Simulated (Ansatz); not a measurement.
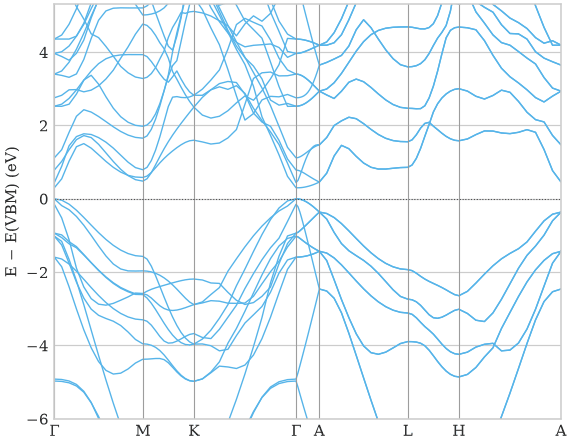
Fig. 1. Band structure from r²SCAN+D4 (plane waves, PAW; program Ansatz)

Q: Read off the gap and where the band edges lie.

A: About 0.3 eV (0.30 eV by a search for the band edges); maximum at Γ, minimum on the Γ–A line, 9 % of the way from Γ.

The material is Ge in space group P6_3/mmc (No. 194; Ge on 4e, Ge on 4f).

The first step of the workflow began from a Materials Project structure, measured or hypothetical; the Crystallography Open Database copy checked does not list it. It is not the phase usual at ambient conditions (space group No. 227). Symmetry was held in the r²SCAN+D4 relaxation; its stability against distortions is not shown here. Scalar-relativistic: spin–orbit coupling is off unless named, which matters more the heavier the elements.

Potentials: the later of the program's two PAW sets.
